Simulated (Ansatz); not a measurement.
# C2H3GaO2: geometry relaxation (part 2 of 2)

C2H3GaO2; RKS PBE0-D4/def2-TZVP (Ansatz 0.2.0). The geometry: GFN2-xTB start.

Geometry of the input (Å):
```
O  1.5221  1.3692  2.3368
C  0.8515  0.7690  1.3740
C  0.3402  0.0148  0.5926
O  -0.2805  -0.6002  -0.3775
Ga -0.9302  -0.9080  -1.9455
H  0.9339  1.5862  3.0704
H  -0.8481  0.0661  -3.1582
H  -1.5890  -2.2971  -1.8925
```

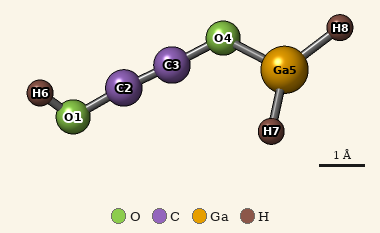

*The geometry at step 19 of the log (ball-and-stick view, seen at a tilt; atoms are numbered from 1 in the order of the input).*

Trajectory as extended XYZ, continued
```
8
Properties=species:S:1:pos:R:3:forces:R:3 step=8 energy=-58580.98810
O     1.3699    1.6641    1.9003   -0.0256  -0.0443   0.0072
C     0.7151    0.7035    1.2748   -0.0512  -0.0686  -0.1219
C     0.1638   -0.1302    0.6129    0.0639   0.0699   0.1084
O    -0.4398   -1.0743   -0.0404   -0.0253  -0.0173  -0.0495
Ga   -0.8908   -0.9435   -1.7978   -0.0080   0.0150  -0.0290
H     1.1768    1.6118    2.8423    0.0107   0.0241   0.0100
H    -0.4825    0.3905   -2.4827    0.0033   0.0038   0.0083
H    -1.6123   -2.2217   -2.3094    0.0322   0.0173   0.0665
8
Properties=species:S:1:pos:R:3:forces:R:3 step=9 energy=-58580.99062
O     1.4174    1.6156    1.9086    0.0079   0.0084   0.0085
C     0.7382    0.6855    1.2656   -0.0044  -0.0071   0.0099
C     0.1717   -0.1461    0.6171   -0.0051  -0.0134  -0.0298
O    -0.4465   -1.0743   -0.0452    0.0101  -0.0079   0.0340
Ga   -0.8929   -0.9283   -1.7997   -0.0168   0.0076  -0.0329
H     1.1090    1.6580    2.8198    0.0037   0.0152   0.0069
H    -0.5011    0.4123   -2.4800    0.0037  -0.0009   0.0045
H    -1.5959   -2.2226   -2.2862    0.0008  -0.0018  -0.0011
8
Properties=species:S:1:pos:R:3:forces:R:3 step=10 energy=-58580.99129
O     1.4336    1.5957    1.9122    0.0051   0.0021   0.0038
C     0.7457    0.6709    1.2704   -0.0014  -0.0013   0.0010
C     0.1814   -0.1582    0.6162    0.0017  -0.0095  -0.0028
O    -0.4369   -1.0866   -0.0460    0.0035   0.0008   0.0168
Ga   -0.8964   -0.9241   -1.7969   -0.0059  -0.0020  -0.0242
H     1.0785    1.6953    2.8017   -0.0017   0.0073   0.0005
H    -0.5037    0.4217   -2.4669   -0.0026  -0.0030   0.0051
H    -1.6022   -2.2147   -2.2908    0.0012   0.0057  -0.0002
8
Properties=species:S:1:pos:R:3:forces:R:3 step=11 energy=-58580.92451 accepted=F
O     1.5000    1.5149    1.9319   -1.3302   0.6623   1.8313
C     0.7781    0.6163    1.2876    0.0668   0.0102  -0.0942
C     0.2170   -0.2018    0.6156    0.0090  -0.0001   0.0533
O    -0.4070   -1.1239   -0.0503   -0.0124   0.0078  -0.0537
Ga   -0.8969   -0.9117   -1.7922   -0.0249   0.0044   0.0496
H     0.9581    1.8338    2.7320    1.2712  -0.6656  -1.7723
H    -0.5251    0.4583   -2.4261    0.0050  -0.0245   0.0046
H    -1.6242   -2.1859   -2.2986    0.0155   0.0055  -0.0185
8
Properties=species:S:1:pos:R:3:forces:R:3 step=12 energy=-58580.99192
O     1.4565    1.5669    1.9218   -0.0001  -0.0025   0.0016
C     0.7559    0.6544    1.2758    0.0031   0.0008  -0.0012
C     0.1903   -0.1716    0.6188    0.0006  -0.0047  -0.0016
O    -0.4322   -1.0956   -0.0457    0.0008  -0.0028   0.0069
Ga   -0.8986   -0.9199   -1.7945   -0.0010   0.0002  -0.0068
H     1.0433    1.7403    2.7741   -0.0018   0.0061   0.0000
H    -0.5127    0.4334   -2.4528   -0.0014  -0.0004   0.0021
H    -1.6024   -2.2079   -2.2975   -0.0003   0.0032  -0.0011
8
Properties=species:S:1:pos:R:3:forces:R:3 step=13 energy=-58580.98544 accepted=F
O     1.4906    1.5228    1.9379   -0.4625   0.2109   0.6657
C     0.7727    0.6283    1.2846    0.0295   0.0071  -0.0259
C     0.2035   -0.1923    0.6235   -0.0072  -0.0062  -0.0078
O    -0.4256   -1.1089   -0.0453   -0.0031  -0.0060  -0.0054
Ga   -0.9018   -0.9130   -1.7908    0.0087   0.0012   0.0154
H     0.9898    1.8092    2.7301    0.4380  -0.2096  -0.6419
H    -0.5271    0.4514   -2.4325   -0.0007   0.0007   0.0015
H    -1.6021   -2.1975   -2.3074   -0.0027   0.0019  -0.0017
8
Properties=species:S:1:pos:R:3:forces:R:3 step=14 energy=-58580.99234
O     1.4692    1.5473    1.9296   -0.0022  -0.0006   0.0125
C     0.7645    0.6411    1.2794   -0.0049   0.0012  -0.0045
C     0.1977   -0.1833    0.6212    0.0043   0.0006   0.0021
O    -0.4267   -1.1048   -0.0452    0.0009  -0.0044   0.0038
Ga   -0.8992   -0.9163   -1.7916   -0.0020   0.0005  -0.0028
H     1.0173    1.7737    2.7496    0.0040   0.0012  -0.0112
H    -0.5175    0.4424   -2.4408    0.0005   0.0016   0.0018
H    -1.6053   -2.2000   -2.3023   -0.0005  -0.0001  -0.0018
8
Properties=species:S:1:pos:R:3:forces:R:3 step=15 energy=-58580.99225 accepted=F
O     1.4816    1.5274    1.9381   -0.1002   0.0500   0.1657
C     0.7729    0.6277    1.2834   -0.0067   0.0054  -0.0101
C     0.2046   -0.1946    0.6237    0.0036  -0.0008   0.0004
O    -0.4217   -1.1133   -0.0449   -0.0016  -0.0058   0.0028
Ga   -0.9014   -0.9125   -1.7884    0.0076  -0.0014  -0.0008
H     0.9926    1.8071    2.7240    0.1028  -0.0511  -0.1593
H    -0.5220    0.4514   -2.4281   -0.0024   0.0030   0.0016
H    -1.6067   -2.1931   -2.3078   -0.0031   0.0008  -0.0003
8
Properties=species:S:1:pos:R:3:forces:R:3 step=16 energy=-58580.99251
O     1.4748    1.5377    1.9337   -0.0032  -0.0044   0.0041
C     0.7677    0.6353    1.2807   -0.0006   0.0075   0.0020
C     0.2010   -0.1890    0.6222    0.0004  -0.0100  -0.0040
O    -0.4232   -1.1104   -0.0449   -0.0011   0.0027   0.0057
Ga   -0.9014   -0.9145   -1.7892    0.0116   0.0005  -0.0028
H     1.0057    1.7903    2.7360    0.0017   0.0012  -0.0072
H    -0.5183    0.4469   -2.4322   -0.0047   0.0020   0.0015
H    -1.6063   -2.1962   -2.3064   -0.0040   0.0005   0.0006
8
Properties=species:S:1:pos:R:3:forces:R:3 step=17 energy=-58580.99247 accepted=F
O     1.4802    1.5279    1.9381   -0.0328   0.0098   0.0472
C     0.7707    0.6290    1.2826    0.0006   0.0084   0.0013
C     0.2039   -0.1947    0.6236    0.0029  -0.0122  -0.0036
O    -0.4205   -1.1155   -0.0444    0.0073   0.0010  -0.0018
Ga   -0.8943   -0.9158   -1.7898   -0.0326   0.0189   0.0131
H     0.9939    1.8069    2.7224    0.0297  -0.0130  -0.0491
H    -0.5228    0.4528   -2.4246    0.0117  -0.0071  -0.0026
H    -1.6111   -2.1906   -2.3078    0.0133  -0.0059  -0.0044
8
Properties=species:S:1:pos:R:3:forces:R:3 step=18 energy=-58580.99260
O     1.4774    1.5328    1.9357   -0.0046  -0.0029   0.0071
C     0.7691    0.6321    1.2816   -0.0017   0.0058   0.0006
C     0.2023   -0.1920    0.6229    0.0032  -0.0074  -0.0005
O    -0.4221   -1.1130   -0.0445   -0.0005   0.0022   0.0015
Ga   -0.8999   -0.9140   -1.7887    0.0017   0.0014  -0.0001
H     1.0002    1.7982    2.7291    0.0035   0.0005  -0.0092
H    -0.5199    0.4497   -2.4290   -0.0012   0.0004   0.0015
H    -1.6072   -2.1939   -2.3072   -0.0005  -0.0001  -0.0008
8
Properties=species:S:1:pos:R:3:forces:R:3 step=19 energy=-58580.99268
O     1.4801    1.5277    1.9379   -0.0080   0.0001   0.0132
C     0.7705    0.6290    1.2826   -0.0024   0.0046  -0.0005
C     0.2038   -0.1950    0.6237    0.0041  -0.0060   0.0010
O    -0.4209   -1.1155   -0.0442   -0.0010   0.0019  -0.0006
Ga   -0.8998   -0.9130   -1.7879    0.0003   0.0001   0.0006
H     0.9948    1.8066    2.7219    0.0075  -0.0016  -0.0145
H    -0.5211    0.4522   -2.4254   -0.0007   0.0005   0.0015
H    -1.6074   -2.1920   -2.3086    0.0002   0.0004  -0.0007
8
Properties=species:S:1:pos:R:3:forces:R:3 step=20 energy=-58580.99277
O     1.4841    1.5200    1.9415   -0.0175   0.0064   0.0279
C     0.7727    0.6242    1.2843   -0.0025   0.0042  -0.0018
C     0.2060   -0.1995    0.6249    0.0034  -0.0048   0.0012
O    -0.4194   -1.1188   -0.0439   -0.0011   0.0007  -0.0012
Ga   -0.8999   -0.9117   -1.7868    0.0001  -0.0003   0.0013
H     0.9871    1.8192    2.7110    0.0175  -0.0075  -0.0280
H    -0.5231    0.4561   -2.4200   -0.0004   0.0006   0.0011
H    -1.6074   -2.1894   -2.3109    0.0005   0.0007  -0.0005
8
Properties=species:S:1:pos:R:3:forces:R:3 step=21 energy=-58580.99282
O     1.4897    1.5085    1.9473   -0.0497   0.0247   0.0707
C     0.7759    0.6166    1.2872   -0.0013   0.0066  -0.0037
C     0.2093   -0.2061    0.6267    0.0024  -0.0040   0.0011
O    -0.4170   -1.1237   -0.0438   -0.0010  -0.0003  -0.0007
Ga   -0.9003   -0.9094   -1.7851    0.0014  -0.0011   0.0007
H     0.9758    1.8379    2.6944    0.0493  -0.0270  -0.0688
H    -0.5262    0.4617   -2.4129   -0.0007   0.0003   0.0017
H    -1.6072   -2.1855   -2.3138   -0.0003   0.0007  -0.0010
8
Properties=species:S:1:pos:R:3:forces:R:3 step=22 energy=-58580.99288
O     1.4911    1.5051    1.9496   -0.0310   0.0167   0.0453
C     0.7765    0.6149    1.2883   -0.0032   0.0077   0.0012
C     0.2100   -0.2079    0.6277    0.0047  -0.0012   0.0039
O    -0.4163   -1.1254   -0.0430   -0.0022  -0.0019  -0.0026
Ga   -0.9001   -0.9095   -1.7838   -0.0004   0.0018  -0.0051
H     0.9740    1.8441    2.6895    0.0309  -0.0227  -0.0499
H    -0.5281    0.4624   -2.4112    0.0016   0.0029   0.0039
H    -1.6070   -2.1836   -2.3171   -0.0004  -0.0034   0.0032
8
Properties=species:S:1:pos:R:3:forces:R:3 step=23 energy=-58580.99297
O     1.4926    1.5000    1.9499    0.0011   0.0006   0.0017
C     0.7755    0.6124    1.2878    0.0003  -0.0023   0.0025
C     0.2107   -0.2138    0.6300   -0.0035   0.0004  -0.0055
O    -0.4166   -1.1298   -0.0419    0.0012   0.0007  -0.0018
Ga   -0.8996   -0.9078   -1.7827    0.0019  -0.0020   0.0082
H     0.9703    1.8527    2.6780   -0.0002   0.0006  -0.0019
H    -0.5277    0.4673   -2.4018    0.0015   0.0061  -0.0018
H    -1.6052   -2.1810   -2.3192   -0.0023  -0.0042  -0.0015
8
Properties=species:S:1:pos:R:3:forces:R:3 step=24 energy=-58580.99294 accepted=F
O     1.4964    1.4916    1.9575   -0.0194  -0.0172  -0.0156
C     0.7769    0.6088    1.2905    0.0025  -0.0038  -0.0021
C     0.2120   -0.2145    0.6285    0.0371   0.0357   0.0356
O    -0.4122   -1.1312   -0.0440   -0.0203  -0.0188  -0.0015
Ga   -0.9020   -0.9068   -1.7817    0.0090   0.0000  -0.0208
H     0.9644    1.8635    2.6688    0.0007   0.0020   0.0004
H    -0.5295    0.4694   -2.3998   -0.0066  -0.0011   0.0018
H    -1.6060   -2.1807   -2.3199   -0.0030   0.0031   0.0021
8
Properties=species:S:1:pos:R:3:forces:R:3 step=25 energy=-58580.99299
O     1.4943    1.4960    1.9531   -0.0059  -0.0021   0.0007
C     0.7763    0.6104    1.2891    0.0013  -0.0009   0.0010
C     0.2112   -0.2143    0.6296    0.0068   0.0069   0.0051
O    -0.4152   -1.1305   -0.0426   -0.0015  -0.0049  -0.0008
Ga   -0.8986   -0.9079   -1.7829   -0.0077   0.0037  -0.0001
H     0.9675    1.8579    2.6735    0.0021  -0.0003  -0.0039
H    -0.5293    0.4691   -2.4006    0.0020  -0.0018  -0.0007
H    -1.6061   -2.1807   -2.3191    0.0029  -0.0005  -0.0014
8
Properties=species:S:1:pos:R:3:forces:R:3 step=26 energy=-58580.99300
O     1.4953    1.4929    1.9551    0.0047   0.0061   0.0043
C     0.7768    0.6089    1.2901    0.0014   0.0007   0.0018
C     0.2119   -0.2152    0.6298    0.0029   0.0029   0.0028
O    -0.4148   -1.1307   -0.0426   -0.0069  -0.0115  -0.0077
Ga   -0.8992   -0.9072   -1.7826   -0.0046   0.0017  -0.0002
H     0.9657    1.8617    2.6698   -0.0004   0.0012  -0.0002
H    -0.5304    0.4700   -2.4001    0.0013  -0.0009   0.0001
H    -1.6054   -2.1804   -2.3195    0.0016  -0.0002  -0.0011
8
Properties=species:S:1:pos:R:3:forces:R:3 step=27 energy=-58580.99302
O     1.4969    1.4892    1.9575    0.0001   0.0003   0.0003
C     0.7776    0.6064    1.2914    0.0009  -0.0003   0.0002
C     0.2128   -0.2176    0.6308   -0.0010  -0.0010  -0.0013
O    -0.4142   -1.1328   -0.0426    0.0004   0.0000   0.0023
Ga   -0.9000   -0.9064   -1.7818    0.0006   0.0005  -0.0011
H     0.9630    1.8685    2.6634   -0.0004   0.0002  -0.0006
H    -0.5314    0.4719   -2.3971   -0.0004   0.0000   0.0004
H    -1.6047   -2.1792   -2.3215   -0.0001   0.0003  -0.0001
8
Properties=species:S:1:pos:R:3:forces:R:3 step=28 energy=-58580.99303
O     1.4991    1.4832    1.9608   -0.0114   0.0063   0.0118
C     0.7785    0.6027    1.2930    0.0017  -0.0016  -0.0014
C     0.2141   -0.2213    0.6321   -0.0007   0.0012   0.0005
O    -0.4133   -1.1356   -0.0421    0.0004   0.0003   0.0013
Ga   -0.8999   -0.9053   -1.7807    0.0009  -0.0001  -0.0014
H     0.9586    1.8782    2.6534    0.0098  -0.0064  -0.0119
H    -0.5332    0.4750   -2.3927   -0.0002   0.0003   0.0008
H    -1.6039   -2.1770   -2.3238   -0.0004   0.0000   0.0003
8
Properties=species:S:1:pos:R:3:forces:R:3 step=29 energy=-58580.99303
O     1.4988    1.4839    1.9604   -0.0043   0.0020   0.0042
C     0.7785    0.6030    1.2928    0.0014  -0.0003  -0.0008
C     0.2140   -0.2210    0.6319   -0.0008   0.0007   0.0002
O    -0.4134   -1.1354   -0.0422    0.0003  -0.0005   0.0012
Ga   -0.8999   -0.9054   -1.7809    0.0005   0.0000  -0.0006
H     0.9589    1.8772    2.6542    0.0034  -0.0021  -0.0042
H    -0.5328    0.4749   -2.3928   -0.0002   0.0000   0.0001
H    -1.6041   -2.1772   -2.3234   -0.0002   0.0003  -0.0002
```

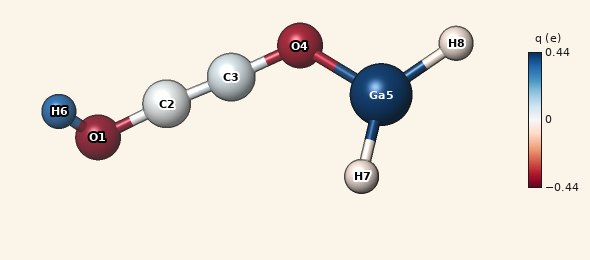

*Mulliken charges, as the colour of each atom (ball-and-stick view, seen at a tilt; atoms are numbered from 1 in the order of the input; Mulliken charges depend strongly on the basis).*

By element: O −0.40 to −0.37, C +0.03 to +0.07, Ga +0.42 and H −0.05 to +0.34 e.
